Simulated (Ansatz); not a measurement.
# linear Tc chain under tension and compression, part 3 of 3

Aim: how do moment and conductance of the linear Tc chain follow its length?

Ansatz 0.2.0; DFT PBE, plane waves, PAW; relaxation of a chain's period (the session's first sound run).

So far, conductance of the lead as this run defines it (G₀): step 3 (At a set period, period over the relaxed period 0.88 …) 6.00; step 8 (period over the relaxed period 1.08, k-mesh 1×1×35) 4.99; step 9 (period over the relaxed period 1.13, k-mesh 1×1×33) 4.51; step 10 (period over the relaxed period 1.2, k-mesh 1×1×31) 3.55; step 11 (period over the relaxed period 1.3, k-mesh 1×1×29) 2.02. Also absolute moment (μB): step 8 2.05; step 9 2.44; step 10 3.32; step 11 4.30.

**12. Comparing the runs**

Times are for 4 threads of Arm Neoverse V2, shared host. The runs compared:

```
no.  period over the relaxed period  conductance of the lead as this run defines it (G₀)  absolute moment (μB)  energy at zero smearing less the lowest (eV)  time  memory (GiB)
  1                            0.88                                                6.000                     0                                         1.178  23 s          0.48
  2                            0.92                                                6.000                     0                                        0.4456  23 s          0.47
  3                            0.96                                                6.000                     0                                        0.1072  20 s          0.49
  4                               1                                                6.000                     0                                             0  17 s          0.47
  5                            1.04                                                6.000                     0                                       0.08083  19 s          0.47
  6                            1.08                                                4.994                 2.050                                        0.2126  21 s          0.56
  7                            1.13                                                4.511                 2.443                                        0.3557  21 s          0.51
  8                             1.2                                                3.545                 3.323                                        0.5996  19 s          0.54
  9                             1.3                                                2.020                 4.296                                        0.8665  15 s          0.46
```

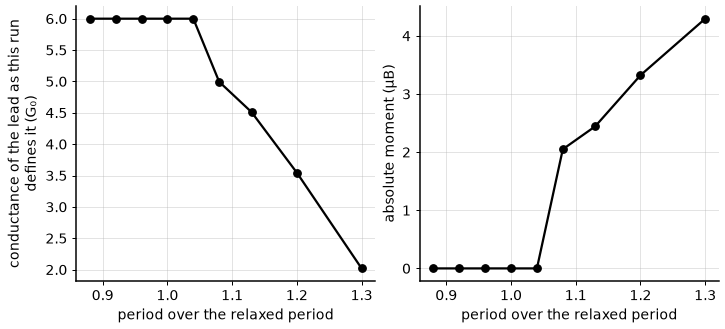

The series as plots.

**13. A varied input: output.transmission.temperature = 200.0**

This step: DFT PBE, plane waves, PAW; channels and complex bands of a perfect chain; changed: output.transmission.temperature = 200.0 (Ansatz 0.2.0).

The atoms of the run at the relaxed period are kept and the input is varied, to see whether the result depends on it.

The input, input.yaml:

```yaml
crystal:
  lattice:
    - [7.5, 0.0, 0.0]
    - [0.0, 7.5, 0.0]
    - [0.0, 0.0, 2.1685796437]
  atoms:
    - { symbol: Tc, position: [0.5, 0.5, 0.0], spin: 2.0 }
magnetization:
  spin_polarized: true
kpoints:
  mp_grid: { grid: [1, 1, 37] }
scf:
  occupations: { method: fermi_dirac, width: 0.05 }
hamiltonian:
  xc: pbe
output:
  transmission:
    e_range: [-2, 2]
    de: 0.035
    kmesh: [1, 1]
    reduced_basis: true
    leads: [[0, 0]]
    temperature: 200.0
  stress: true
```

Launch:

```console
$ ansatz run input.yaml --threads 4 --pin off --max-ram 8192MiB --backend cpu --events-out ev --progress --plain --runs-dir out
```

Numbers of over 12 decimals in the logs are rounded to 6 here.

The log of the run:

```text
[...]
Crystal: 1 atoms, lattice volume = 121.983 Å³
Basis set: ecut = 500 eV, 3055 PW (Γ)
Bands: 13, of which v1, the nominal top of the filled ones, is band 8 counted from 1 (7 counted from 0)
Symmetry: 16 space group operations
[...]
k-points: 19 of 37
[...]
Starting moments: Σ|m| = 2 μB on 1 of 1 site
[...]
SCF iter   1: F=—  HF=-5393.597316 eV  |F-HF|=—  |Δ(HF+E_count)|=         —  Δρ=3.40e-2 (↑1.70e-2 ↓3.40e-2)  dr2=1.91e0  dr2_m=6.02e-1  M=0.697 μB ∫|m|=0.698 μB  β_m=0.30  ethr=3.10e-3  ⟨swp⟩=6.2  Hψ=2910  notcnv=0
[...]
SCF iter  10: F=-5393.765598 eV  HF=-5393.765598 eV  |F-HF|=3.64e-12  |Δ(HF+E_count)|=  3.00e-10  Δρ=9.89e-8 (↑9.89e-8 ↓7.22e-8)  dr2=6.50e-12  dr2_m=7.24e-12  M=-0.000 μB ∫|m|=0.000 μB  ethr=1.15e-12  ⟨swp⟩=4.3  Hψ=1788  notcnv=0
SCF 1 converged in 10 iterations: F = -5393.765598 eV  dr2 = 6.50e-12
[...]
transmission: 6 of 36 steps passed
transmission: 9 of 36 steps passed
[...]
transmission: 36 of 36 steps passed
SCF converged after 10 iterations
Magnetization: -0.0000 μB (7.5000 up, 7.5000 down)
Absolute magnetization: 0.0000 μB (∫|ρ↑−ρ↓|, with the PAW one-centre terms)
[...]
Per-site moments (μB) at R_I (Å): [(-3.49136054961225e-6, 0.894539)]
Free energy (F): -5393.765598 eV
[...]
Internal energy: -5393.753084 eV  (E = F + TS)
E sigma→0 (E₀):  -5393.759341 eV
Entropy (-TS):   -0.012514 eV (-12.514 meV/atom)
Fermi energy:    -1.571375 eV
[...]
--- Stress (GPa, compression-positive) ---
       -0.229535       0.000000       0.000000
        0.000000      -0.229535       0.000000
        0.000000       0.000000      -0.226827
  P = ⅓ Tr σ = -0.2286 GPa (-2.286 kbar)
--- Band table (eV; the first three rows and the last of 38) ---
  k-point 0 ↑: bands = [... 4 lower, -6.9422, -3.0421, -2.9385, -2.9258, 0.9438, 0.9438, 2.4223, 2.4223, ... 1 higher]
  k-point 1 ↑: bands = [... 4 lower, -6.8672, -3.0197, -2.9258, -2.9131, 0.8763, 0.8763, 2.4246, 2.4246, ... 1 higher]
  k-point 2 ↑: bands = [... 4 lower, -6.6446, -2.9523, -2.8876, -2.8751, 0.6715, 0.6715, 2.4459, 2.4459, ... 1 higher]
  k-point 18 ↓: bands = [... 4 lower, -5.7365, -5.7365, -0.7760, -0.7750, 1.2024, 5.0674, 8.9094, 8.9094, ... 1 higher]
--- Transmission ---
  basis      : 593 plane waves across, 3 finite elements along
  points     : 1, standing for a mesh of 1 x 1
[...]
crystal 0  : Tc1, at the sites [0, 0], period 2.1686 Å: whole cells are its period
[...]
channels       : 6.000000e0 up, 6.000000e0 down
    conductance    : none, the energies end too early or step too widely for 200 K: set another output.transmission.e_range or a lower de, or, where they end at an eighth of basis.ecutwfc, a higher one
```

Run time: 19 s. Hardware: 4 threads of Arm Neoverse V2, shared host; peak memory 0.47 GiB; 65 s of CPU time.

Numbers from this step:

* energy at zero smearing: -5393.7593 eV
* channels at the energy nearest the Fermi level, spin up: 6
* channels at the energy nearest the Fermi level, spin down: 6

Open channels of the lead against energy, zero at the Fermi level:

```
energy (eV)  spin up  spin down
    -2.0000        3          3
    -1.7550        3          3
    -1.5100        3          3
    -1.2650        6          6
    -0.9850        6          6
    -0.7400        6          6
    -0.4950        6          6
    -0.2500        6          6
    -0.0050        6          6
     0.2400        6          6
     0.4850        6          6
     0.7650        6          6
     1.0100        4          4
     1.2550        4          4
     1.5000        4          4
     1.7450        4          4
```

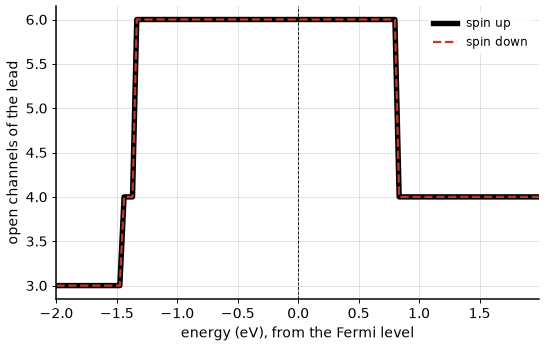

Open channels of the lead, plotted against energy.

It took 19 s against 17 s for the run it varies; the program gives no conductance for this window, step and temperature, so that result is lost.

The channels at the energy nearest the Fermi level, spin up and channels at the energy nearest the Fermi level, spin down stay within 0.2 % plus 0.001 of the run it varies.

The starting moments have collapsed: the run ends non-magnetic.

**14. Summary of results**

- relaxed cell length: 2.169 Å
- conductance at period × 0.88: 6.00 G₀
- conductance at period × 1.0: 6.00 G₀
- conductance at period × 1.13: 4.51 G₀
- conductance at period × 1.3: 2.02 G₀
- absolute moment at period × 0.88: 0 μB
- absolute moment at period × 1.0: 0 μB
- absolute moment at period × 1.3: 4.30 μB

In these runs no moment survives at the shortest period, and one is present from a factor of 1.08 on: longer bonds narrow the bands, which favours exchange splitting. The conductance goes from 6.00 G₀ at the shortest period to 2.02 G₀ at the longest, while the magnetic state changes too. Transport is coherent and elastic here: the atoms are frozen, so scattering by vibrations plays no part. No search over magnetic orders was made; another may lie lower. For the perfect chain only parallel moments were started; its antiparallel and spiral orders were not tested. Conductances of a perfect chain off the multiples of half a G0 come from band edges within the thermal window; the square box also splits pairs of bands that an isolated chain keeps degenerate, which moves such edges. The lead's cell of one atom keeps the chain straight and evenly spaced; a zigzag or dimerised form may lie lower.

[Logs are printed without paths, hosts, clocks, repeated set-up lines and the standing remarks that a program may print on its own settings, such as how far it seeks lower states.]

[Hosts, paths, dates, database ids (printed as entryN), source tags and the programs' standing remarks are cut or masked in the printed files.]
